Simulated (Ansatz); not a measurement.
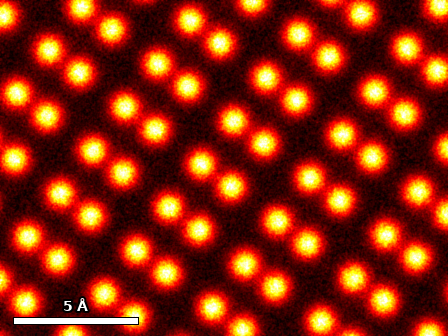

Dark-field STEM-like image of Sb (R-3m, No. 166). Simulation: incoherent imaging, intensity Z^1.7 per atom, probe width 0.84 Å, thin sample. The probe carries 15 % of its weight in a tail 2.5 times as wide. The display is stretched by a gamma of 0.8; percentages refer to the linear signal. Shot noise was added. Model: the input geometry of an electronic-structure calculation (not necessarily at equilibrium).

```cif
data_structure
_symmetry_space_group_name_H-M 'R-3m:H'
_symmetry_Int_Tables_number 166
_cell_length_a 4.3802
_cell_length_b 4.3802
_cell_length_c 11.5513
_cell_angle_alpha 90.000
_cell_angle_beta 90.000
_cell_angle_gamma 120.000
_cell_volume 191.93
loop_
_atom_site_label
_atom_site_type_symbol
_atom_site_symmetry_multiplicity
_atom_site_Wyckoff_symbol
_atom_site_fract_x
_atom_site_fract_y
_atom_site_fract_z
_atom_site_occupancy
Sb1 Sb 6 c 0.00000 0.00000 0.23246 1
```

Along which zone axis is the crystal seen: [001], [101], [210] or [121]? (Directions equivalent by symmetry count as one.)

Answer. [210]. The projected cells are 2.53 × 2.53 Å, 120° for [001]; 1.44 × 3.64 Å, 98° for [101]; 2.19 × 3.85 Å, 90° for [210]; 2.11 × 2.43 Å, 116° for [121], and the image repeats as the [210] one does.
